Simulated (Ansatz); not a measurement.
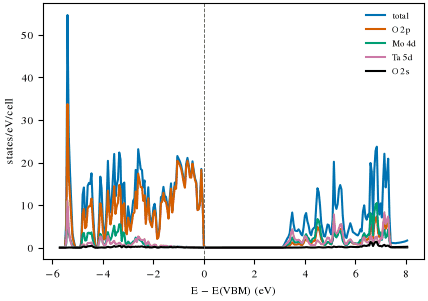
*Total and projected density of states of Ta$_{2}$Mo$_{2}$O$_{11}$ in space group R-3m (No. 166; Pearson symbol hR15), the program Ansatz at the r²SCAN level (PAW)*

Task: Which orbitals carry the states next to the gap?

Result: Top 1 eV of the valence band: O 2p 97 %. Bottom 1 eV of the conduction band: Ta 5d 45 %, Mo 4d 33 %, O 2p 19 %. Projections are on Löwdin-orthogonalised atomic valence shells; empty p or d shells of many metals are not among them.

Task: Where is the tallest occupied peak in this window, and what makes it?

Result: Near -5.4 eV, about 55 states/eV per cell; the largest projected share is O 2p.

The first step of the workflow began from a Materials Project structure, measured or hypothetical; the Crystallography Open Database copy checked does not list it. Whether it is the stable phase at ambient conditions was not checked. Symmetry was held in the r²SCAN relaxation; whether a distortion lowers the energy is not shown. No spin polarisation was allowed. No Hubbard U is applied. A crystal of weakly bound layers computed without a dispersion correction: the cell and the soft elastic constants depend strongly on that. Spin–orbit coupling is left out wherever it is not named.

Potentials: the later of the program's two PAW sets.
